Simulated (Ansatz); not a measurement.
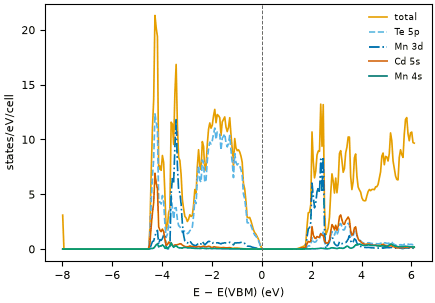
*Total and projected density of states of MnCd$_{4}$Te$_{5}$ in space group I-4 (No. 82; Mn on 2c, Cd on 8g, Te on 8g, Te on 2b), r²SCAN (plane waves, PAW; program Ansatz)*

**Question.** Which orbitals carry the states next to the gap?

**Answer.** Top 1 eV of the valence band: Te 5p 85 %, Mn 3d 8 %. Bottom 1 eV of the conduction band: Mn 3d 56 %, Cd 5s 19 %, Te 5p 9 %, outside the projected shells 11 %. Projections are on Löwdin-orthogonalised atomic valence shells; empty p or d shells of many metals are not among them.

**Question.** Where is the tallest occupied peak in this window, and what makes it?

**Answer.** Near -4.3 eV, about 21 states/eV per cell; the largest projected share is Te 5p.

The first step of the workflow began from a Materials Project structure, measured or hypothetical; the Crystallography Open Database copy checked does not list it. Whether it is the stable phase at ambient conditions was not checked. The cell was relaxed with r²SCAN under the symmetry of its start; its stability against distortions is not shown here. Spin order of the final state: ferromagnetic, the only order run, not a proven ground state. The cell computed holds one magnetic atom, so no antiferromagnetic order was within reach. Other orbital occupations within this spin state were not tried. No Hubbard U is applied. Scalar-relativistic: spin–orbit coupling is off unless named, which matters more the heavier the elements.

Potentials: the later of the program's two PAW sets.
